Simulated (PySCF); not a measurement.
C₂H₈OSi, SMILES COC[SiH3] at its GFN2-xTB optimised geometry (Å):

```
12

C      2.0466    -0.6536     0.0000
O      0.6448    -0.6536     0.0000
C      0.0814     0.6424     0.0000
Si    -1.8046     0.3759     0.0136
H      2.4442    -0.1446    -0.8886
H      2.3642    -1.6952    -0.0052
H      2.4434    -0.1544     0.8942
H      0.4180     1.2014    -0.8849
H      0.4283     1.2054     0.8782
H     -2.1804    -0.3645    -1.1885
H     -2.1612    -0.3693     1.2182
H     -2.4442     1.6952     0.0211
```

Method: B3LYP/def2-TZVP (PySCF 2.14.0). Cells within 0.4 Å of a nucleus heavier than hydrogen are left out (blank, or x).

Map of the electrostatic potential (hartree/e), clipped to [-0.08, 0.12] on the plane z = 0.0 Å:

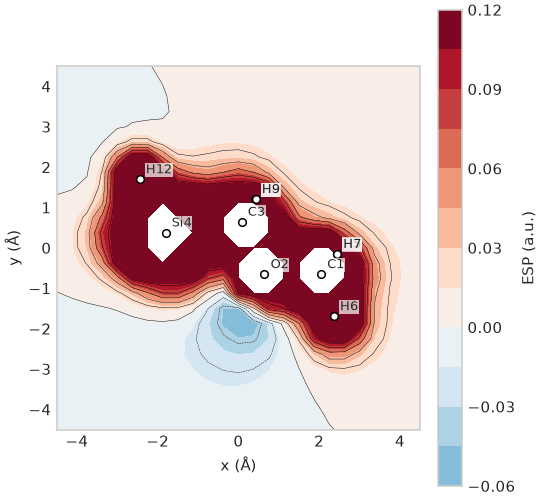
*Electrostatic potential (hartree/e), clipped to [-0.08, 0.12] on the plane z = 0.0 Å.*
